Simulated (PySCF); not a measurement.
In(Br)2(Et), SMILES C[CH2][In]([Br])[Br] (C₂H₅Br₂In) at its PBE0/def2-SVP optimised geometry (Å):

```
10

In    -0.3180    -0.8473     0.0000
Br     2.1746    -0.8473     0.0000
Br    -1.2870    -3.1402    -0.0082
C     -1.4762     0.9802     0.0000
C     -0.6455     2.2499     0.0796
H     -2.1746     0.8798     0.8459
H     -2.0824     0.9324    -0.9188
H      0.0552     2.3433    -0.7638
H     -0.0489     2.3002     1.0029
H     -1.2967     3.1402     0.0633
```

Calculation: PBE0/def2-TZVP, def2 effective core potentials past Kr in PySCF 2.14.0. The core electrons that the potentials of In replace are not part of the density.

Map of the electron localisation function on the plane z = 1.0 Å:

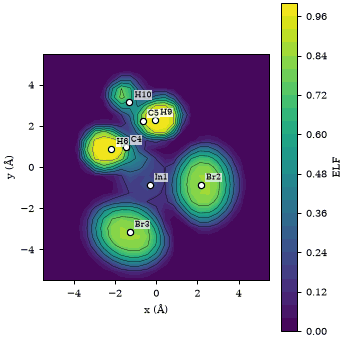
Figure: Electron localisation function on the plane z = 1.0 Å.
